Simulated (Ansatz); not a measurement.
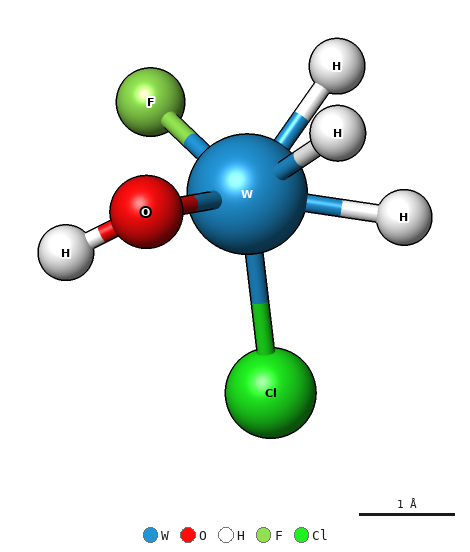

WH₄OClF, before the relaxation. A ball-and-stick model, seen at a tilt.

The run prepares an end point of a later path (reaction) calculation, from a guessed geometry.

These are results of RKS PBE0/def2-SVP in Ansatz, not measurements.

The input:
```yaml
crystal:
  periodic: [false, false, false]
  atoms:
    - { symbol: W, position_ang: [-0.061889, -0.147803, 0.252224] }
    - { symbol: O, position_ang: [0.632592, -0.037456, 2.040387] }
    - { symbol: H, position_ang: [0.079737, -0.559533, 2.647356] }
    - { symbol: H, position_ang: [1.329543, 0.827414, 0.137203] }
    - { symbol: H, position_ang: [-0.039683, 1.162824, -0.778555] }
    - { symbol: F, position_ang: [-1.843453, 0.438958, 0.303257] }
    - { symbol: Cl, position_ang: [-0.155235, -2.368408, -0.299073] }
    - { symbol: H, position_ang: [0.957187, -0.267396, -1.065598] }
basis:
  gaussian: { orbitals: def2-SVP }
hamiltonian:
  xc: pbe0
relax:
  f_tol: 0.03
  max_steps: 50
```

Run as
```bash
ansatz run input.yaml --threads 2 --pin off --max-ram 3072MiB --backend cpu --events-out ev --progress --plain --runs-dir out
```

Question: Predict the outcome.

Answer: After 4 geometry steps the energy has fallen by 0.62 kcal/mol. Largest force component: 0.68 eV/Å at the start, 0.0094 eV/Å at the end. The atom that moves furthest after the best rigid fit is H4 (0.059 Å). Largest moves by element: H 0.059 Å, O 0.032 Å, F 0.017 Å, Cl 0.015 Å, W 0.005 Å. Some distances before and after: W1–H4 1.703 → 1.661 Å, W1–O2 1.921 → 1.897 Å. The run took 16 s on 2 threads of Arm Neoverse V2, with other jobs on the host, peak memory 0.21 GiB.

Step by step:

| step | E − E(0), kcal/mol | largest force component, eV/Å |
| --- | --- | --- |
| 0 | 0.00 | 0.6800 |
| 1 | -0.14 | 0.3695 |
| 2 | -0.61 | 0.0462 |
| 3 | -0.62 | 0.0303 |
| 4 | -0.62 | 0.0094 |

The structure at the end:

```xyz
8

W    -0.0663   -0.1501    0.2508
O     0.6347   -0.0298    2.0093
H     0.0929   -0.5472    2.6312
H     1.2963    0.7971    0.1753
H    -0.0328    1.1632   -0.7769
F    -1.8441    0.4549    0.3095
Cl   -0.1411   -2.3743   -0.2999
H     0.9591   -0.2652   -1.0621
```

The end point in the same view:

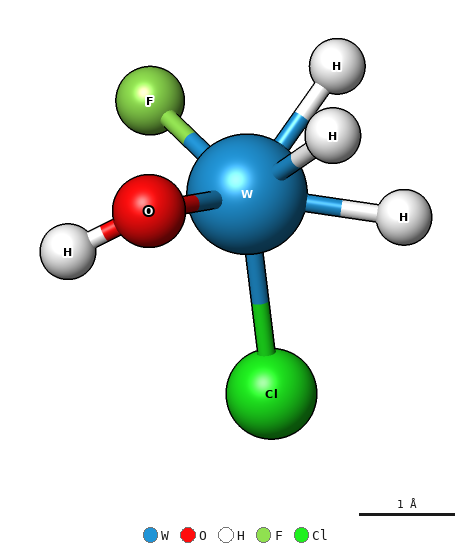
